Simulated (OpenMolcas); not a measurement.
**How basis sets differ on SiH4SO (SMILES O[SiH2]S)**

SiH4SO: 7 atoms, total charge 0, spin state singlet. As SMILES, `O[SiH2]S`. The coordinates come from a GFN2-xTB relaxation. This is one conformer, not always the lowest.

```xyz
7

O    -1.3743   -0.3615    0.1859
Si   -0.0544    0.5751    0.1900
S     1.5974   -0.4319   -0.7650
H    -1.7380   -0.7621   -0.6002
H    -0.1959    1.7831   -0.6015
H     0.2109    0.7216    1.6058
H     1.5542   -1.5243   -0.0150
```

Quantity: the dipole moment, in D. The values are calculated.

```csv
level,kind,program,value (D)
HF/STO-3G,Hartree–Fock,OpenMolcas,0.79
HF/3-21G,Hartree–Fock,OpenMolcas,1.62
HF/6-31+G* (spherical functions),Hartree–Fock,OpenMolcas,1.18
HF/def2-SVP,Hartree–Fock,OpenMolcas,1.15
```

The values span 0.79 to 1.62 D. Magnitudes only: a small dipole may point the other way at some levels. Sets without polarisation functions give poor dipoles.

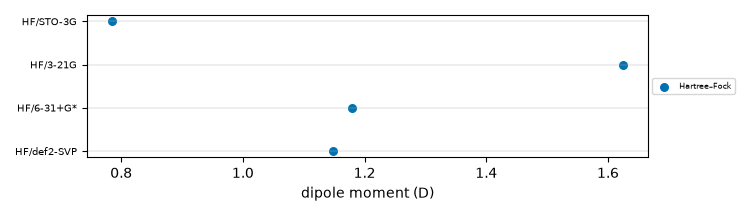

The values of the table, level by level.
